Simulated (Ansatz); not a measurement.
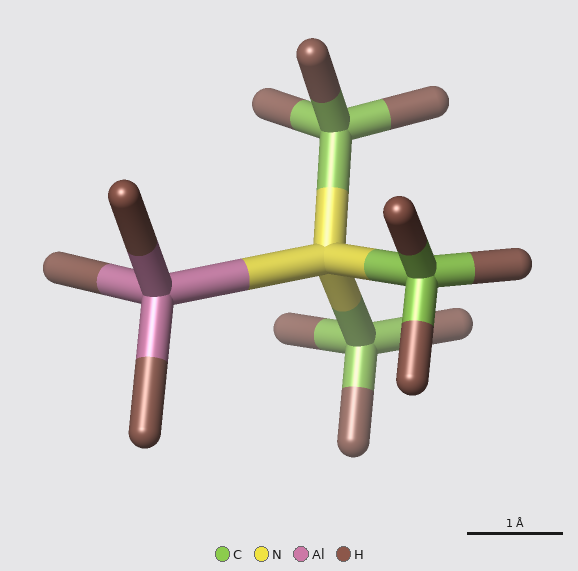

Starting structure of C3H12AlN (coarse preliminary run). The picture is a stick view, seen at a tilt.

The start comes from a force field.

Level of theory: RKS PBE-D4/def2-SVP (Ansatz).

Input file:
```yaml
crystal:
  periodic: [false, false, false]
  atoms:
    - {symbol: C, position_ang: [-0.356100, 0.285500, -1.427000]}
    - {symbol: N, position_ang: [0.078300, -0.048700, -0.097200]}
    - {symbol: C, position_ang: [1.345800, 0.613600, 0.147900]}
    - {symbol: C, position_ang: [0.322300, -1.500500, -0.027200]}
    - {symbol: Al, position_ang: [-1.208500, 0.518200, 1.225500]}
    - {symbol: H, position_ang: [-0.538800, 1.448300, -1.522200]}
    - {symbol: H, position_ang: [0.342800, 0.017700, -2.222800]}
    - {symbol: H, position_ang: [-1.344200, -0.136100, -1.665900]}
    - {symbol: H, position_ang: [1.772700, 0.361600, 1.211600]}
    - {symbol: H, position_ang: [1.283500, 1.721300, 0.136100]}
    - {symbol: H, position_ang: [2.128800, 0.303900, -0.569400]}
    - {symbol: H, position_ang: [0.634300, -1.814400, 0.997300]}
    - {symbol: H, position_ang: [0.934400, -1.840600, -0.795700]}
    - {symbol: H, position_ang: [-0.742300, -2.021000, -0.197400]}
    - {symbol: H, position_ang: [-1.392000, 2.094700, 1.169000]}
    - {symbol: H, position_ang: [-2.606300, -0.151300, 0.983100]}
    - {symbol: H, position_ang: [-0.673500, 0.147400, 2.694500]}
basis:
  gaussian: {orbitals: def2-SVP}
hamiltonian: {xc: pbe, dispersion: d4}
relax: {f_tol: 0.03, max_steps: 200}
```

Run as
```bash
ansatz run in.yaml --threads 4 --pin off --events-out ev --progress --plain --max-ram 11315MiB
```

Predict the outcome.

The largest move after the best rigid fit is that of H16, 0.18 Å. Largest moves by element: H 0.18 Å, Al 0.15 Å, C 0.08 Å, N 0.02 Å. Near-neighbour distances that change, for instance: N2–Al5 1.930 → 2.099 Å, C4–H14 1.197 → 1.106 Å, C1–H6 1.181 → 1.106 Å, C4–H13 1.040 → 1.113 Å. Bond angles that change, for instance: N2–Al5–H16 111.3° → 99.6°, N2–Al5–H15 110.1° → 99.7°, H15–Al5–H17 107.5° → 117.2°. Over 4 geometry steps the energy falls by 0.880 eV. Largest force component: 4.5 eV/Å at the start, 0.007 eV/Å at the end. The run took 10 s on 4 threads of Arm Neoverse V2, on a shared host.

History of the run:

```json
{"step": "0", "E − E(0), eV": "0.0000", "largest force component, eV/Å": "4.4602"}
{"step": "1", "E − E(0), eV": "-0.7680", "largest force component, eV/Å": "1.3356"}
{"step": "2", "E − E(0), eV": "-0.8754", "largest force component, eV/Å": "0.2112"}
{"step": "3", "E − E(0), eV": "-0.8779", "largest force component, eV/Å": "0.1559"}
{"step": "4", "E − E(0), eV": "-0.8801", "largest force component, eV/Å": "0.0070"}
```

The structure at the end:

```xyz
17

C    -0.4021    0.3397   -1.4391
N     0.0994   -0.0445   -0.1012
C     1.3889    0.6248    0.1785
C     0.2506   -1.5135   -0.0091
Al   -1.2983    0.5739    1.3371
H    -0.5398    1.4369   -1.4770
H     0.3108    0.0294   -2.2354
H    -1.3819   -0.1433   -1.6151
H     1.7299    0.3518    1.1951
H     1.2484    1.7216    0.1383
H     2.1623    0.3242   -0.5633
H     0.5924   -1.7830    1.0081
H     0.9866   -1.8854   -0.7565
H    -0.7296   -1.9942   -0.1888
H    -1.2946    2.1677    1.0518
H    -2.5900   -0.2655    0.8385
H    -0.5517    0.0591    2.6783
```

After the run, drawn alike:

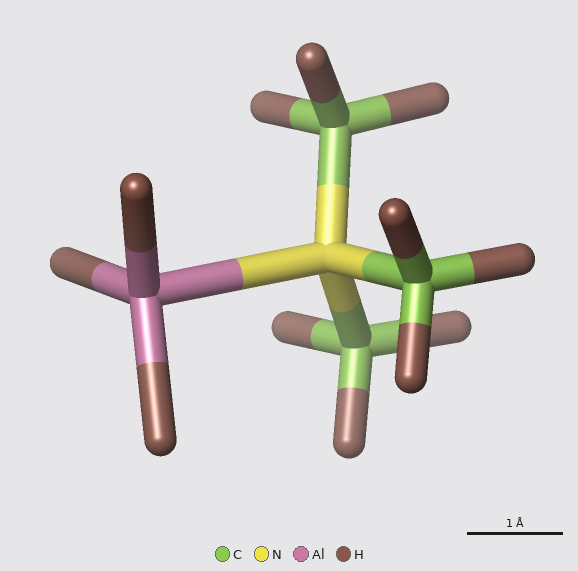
